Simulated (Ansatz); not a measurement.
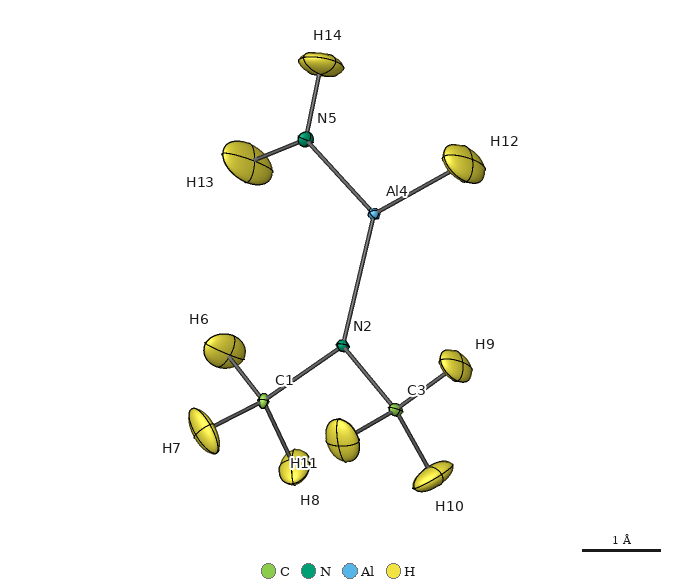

Displacement ellipsoids at the 50 % level, from the internal vibrations of the free molecule (harmonic, no overall translation or rotation; no half-axis is drawn under 0.075 Å). Vibrations computed with RKS PBE0-D4/def2-TZVP (Ansatz 0.2.0). Temperature: 100 K.

> Which atom has the largest mean-square displacement?

H13, with U_eq = 0.0445 Å².

> Does H13 move more along its bond or across it?

Across it: the root-mean-square amplitude is 0.081 Å along the bond and up to 0.312 Å across, since bending and torsion are softer than stretching.

List U_eq and the three principal root-mean-square amplitudes for each kind of atom.

```
    atom  U_eq (Å²)   rms amplitudes (Å)
      C1     0.0027  0.037, 0.050, 0.064
      N2     0.0024  0.034, 0.042, 0.066
      C3     0.0033  0.038, 0.051, 0.076
     Al4     0.0017  0.025, 0.035, 0.056
      N5     0.0043  0.035, 0.065, 0.086
      H6     0.0284  0.083, 0.148, 0.237
  H7, H8     0.0239  0.087, 0.133, 0.215
      H9     0.0208  0.080, 0.142, 0.189
H10, H11     0.0245  0.090, 0.150, 0.207
     H12     0.0332  0.097, 0.167, 0.250
     H13     0.0445  0.079, 0.173, 0.312
     H14     0.0276  0.086, 0.161, 0.223
```
